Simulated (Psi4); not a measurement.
# SiH2O2F2 (SMILES O[Si](O)(F)F) at CCSD(T)/def2-SVP

What is the energy change on altering one bond length of SiH2O2F2 at CCSD(T)/def2-SVP? 

Program for the calculation: Psi4 1.11.

1 further run of the same task is left out (set aside as unsound or not needed).

## 1. The structure to begin with

The species is SiH2O2F2 (7 atoms), meant as a singlet with charge 0. As SMILES, `O[Si](O)(F)F`. Geometry: relaxed at PBE0-D4/def2-TZVP. This is one conformer, not always the lowest.

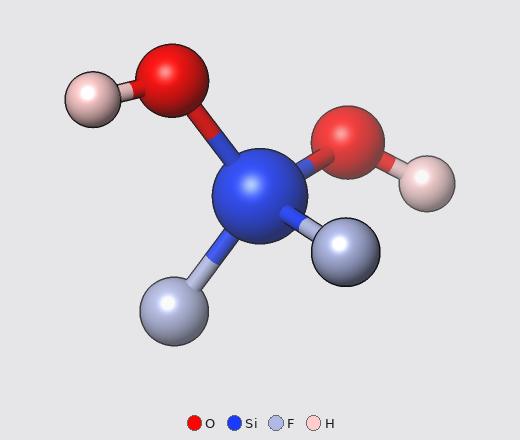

Viewed from a chosen angle; oxygen red, silicon blue, fluorine light blue, hydrogen pink.

## 2. The energy at CCSD(T)/def2-SVP

run.py reads:

```python
import psi4

psi4.set_memory('2200 MB')
psi4.set_num_threads(1)
psi4.core.set_output_file('output.dat', False)

m = psi4.geometry("""
0 1
O     -2.12216244     0.83866045     1.68280111
Si    -0.02097596    -0.03420404    -0.33504844
O      2.49670616    -0.73056812     1.22208588
F     -0.91368258    -2.38615718    -1.95322092
F      0.44975482     2.13879203    -2.33589046
H     -3.45687600     1.93186702     1.13799307
H      3.68288724    -1.88689154     0.49510824
units bohr
symmetry c1
""")

psi4.set_options({
    'puream': True,
    'e_convergence': 1e-09,
    'd_convergence': 1e-08,
    'scf_type': 'pk',
    'num_frozen_docc': 9,
})

result, w = psi4.energy("ccsd(t)/def2-SVP", return_wfn=True)
print(f'ccsd(t)/def2-SVP energy: {result:.10f} Eh')
```

Run with:

```bash
$ python run.py
```

output.dat:

```text
[...]
  Running in c1 symmetry.
[...]
  Nuclear repulsion =  270.470000842260276
[...]
  Multiplicity = 1
[...]
  Nalpha       = 25
  Nbeta        = 25
[...]
    Number of basis functions: 84
[...]
   @RHF iter   1:  -638.40603087860643   -9.56149e-01   7.64758e-03 ADIIS/DIIS
[...]
   @RHF iter  11:  -638.56352407664201   -2.95586e-12   3.13515e-09 DIIS
[...]
    Orbital Energies [Eh]
    ---------------------
    Doubly Occupied:
       1A    -68.888323     2A    -26.296547     3A    -26.296505
       4A    -20.580499     5A    -20.580484     6A     -6.242369
       7A     -4.355882     8A     -4.355846     9A     -4.355026
      10A     -1.595757    11A     -1.571951    12A     -1.368455
      13A     -1.346646    14A     -0.823819    15A     -0.760803
      16A     -0.736446    17A     -0.722772    18A     -0.693056
      19A     -0.688337    20A     -0.674143    21A     -0.653392
      22A     -0.585534    23A     -0.574476    24A     -0.552567
      25A     -0.544453
[...]
  @RHF Final Energy:  -638.56352407664201
   => Energetics <=
    Nuclear Repulsion Energy =            270.4700008422602764
    One-Electron Energy =               -1426.3788750008511670
    Two-Electron Energy =                 517.3453500819488227
    Total Energy =                       -638.5635240766420111
[...]
 Multipole Moments:
 ------------------------------------------------------------------------------------
     Multipole            Electronic (a.u.)      Nuclear  (a.u.)        Total (a.u.)
 ------------------------------------------------------------------------------------
 L = 1.  Multiply by 2.5417464519 to convert [e a0] to [Debye]
 Dipole X            :         -0.3619379            0.3447560           -0.0171819
 Dipole Y            :         -0.1533867            0.1460807           -0.0073060
 Dipole Z            :         -3.1074414            2.9592576           -0.1481838
 Magnitude           :                                                    0.1493554
[...]
      * MP2 total energy                      = -639.391255419695995
[...]
      * CCSD total energy                     = -639.406125175868397
[...]
      * CCSD(T) total energy                  = -639.419962475347347
```

On the terminal:

```text
ccsd(t)/def2-SVP energy: -639.4199624753 Eh
```

It took 30 s on 1 thread of Intel Xeon Platinum 8375C at 2.90GHz (Ice Lake), shared host; peak memory 0.49 GiB.

## 3. The distorted shape

input.in reads:

```
memory 2200 mb

molecule {
  0 1
  O     -0.911137     0.270272     0.976979
  Si     0.200763    -0.191628    -0.090821
  O      1.533063    -0.560128     0.733179
  F     -0.271637    -1.436228    -0.947121
  F      0.449863     0.958272    -1.149621
  H     -1.829300     1.022300     0.602200
  H      2.160763    -1.172028     0.348479
  units angstrom
  symmetry c1
}

set globals {
  basis def2-SVP
  puream true
  e_convergence 1e-09
  d_convergence 1e-08
  scf_type pk
  num_frozen_docc 9
}

energy_value, wavefunction = energy('ccsd(t)', return_wfn=True)
print_variables()
```

Run with:

```bash
$ psi4 input.in input.out -n 1
```

input.out:

```text
[...]
  Running in c1 symmetry.
[...]
  Nuclear repulsion =  268.897854627139282
[...]
  Multiplicity = 1
[...]
  Nalpha       = 25
  Nbeta        = 25
[...]
    Number of basis functions: 84
[...]
   @RHF iter   1:  -638.33385828774703   -1.09192e+00   7.78857e-03 ADIIS/DIIS
[...]
   @RHF iter  12:  -638.50803711839524   -1.12550e-11   7.18947e-09 DIIS
[...]
    Orbital Energies [Eh]
    ---------------------
    Doubly Occupied:
       1A    -68.882367     2A    -26.292349     3A    -26.292064
       4A    -20.590730     5A    -20.577406     6A     -6.236505
       7A     -4.350047     8A     -4.349990     9A     -4.349067
      10A     -1.591498    11A     -1.567811    12A     -1.357383
      13A     -1.302734    14A     -0.805707    15A     -0.749124
      16A     -0.728853    17A     -0.703978    18A     -0.688451
      19A     -0.670183    20A     -0.651393    21A     -0.643845
      22A     -0.578406    23A     -0.560937    24A     -0.543971
      25A     -0.533953
[...]
  @RHF Final Energy:  -638.50803711839524
   => Energetics <=
    Nuclear Repulsion Energy =            268.8978546271392815
    One-Electron Energy =               -1423.6142768486272416
    Two-Electron Energy =                 516.2083851030926098
    Total Energy =                       -638.5080371183952366
[...]
 Multipole Moments:
 ------------------------------------------------------------------------------------
     Multipole            Electronic (a.u.)      Nuclear  (a.u.)        Total (a.u.)
 ------------------------------------------------------------------------------------
 L = 1.  Multiply by 2.5417464519 to convert [e a0] to [Debye]
 Dipole X            :         -0.3237317            0.1461828           -0.1775489
 Dipole Y            :         -0.1920141            0.3087235            0.1167094
 Dipole Z            :         -3.0618041            2.8782033           -0.1836008
 Magnitude           :                                                    0.2808094
[...]
      * MP2 total energy                      = -639.345491821229416
[...]
      * CCSD total energy                     = -639.360072657404316
[...]
      * CCSD(T) total energy                  = -639.374892554482471
[...]
```

Run time: 32 s. Hardware: 1 thread of Intel Xeon Platinum 8375C at 2.90GHz (Ice Lake), shared host; peak memory 0.49 GiB.

## 4. What came out

Level: CCSD(T)/def2-SVP, 9 core orbitals frozen.

```
                                                         quantity          value
                                        first shape: total energy  -639.41996 Eh
                 first shape: HOMO energy (Hartree–Fock orbitals)      -14.82 eV
                 first shape: LUMO energy (Hartree–Fock orbitals)        4.07 eV
               first shape: HOMO–LUMO gap (Hartree–Fock orbitals)       18.89 eV
         first shape: correlation energy (9 core orbitals frozen)     -856.4 mEh
                                      first shape: (T) correction     -13.84 mEh
                                       first shape: T1 diagnostic          0.011
                                    distorted shape: total energy  -639.37489 Eh
             distorted shape: HOMO energy (Hartree–Fock orbitals)      -14.53 eV
             distorted shape: LUMO energy (Hartree–Fock orbitals)        2.71 eV
           distorted shape: HOMO–LUMO gap (Hartree–Fock orbitals)       17.24 eV
     distorted shape: correlation energy (9 core orbitals frozen)     -866.9 mEh
                                  distorted shape: (T) correction     -14.82 mEh
                                   distorted shape: T1 diagnostic          0.011
energy change with the O1–H6 bond stretched from 0.957 to 1.245 Å       1.226 eV
```

In words: With the O1–H6 bond stretched from 0.957 to 1.245 Å the energy rises by 1.23 eV (118 kJ/mol). The first shape isn't relaxed at this level, so the change isn't measured from a minimum. The triples (first shape) make up 1.6 % of the correlation energy. The triples (distorted shape) make up 1.7 % of the correlation energy.
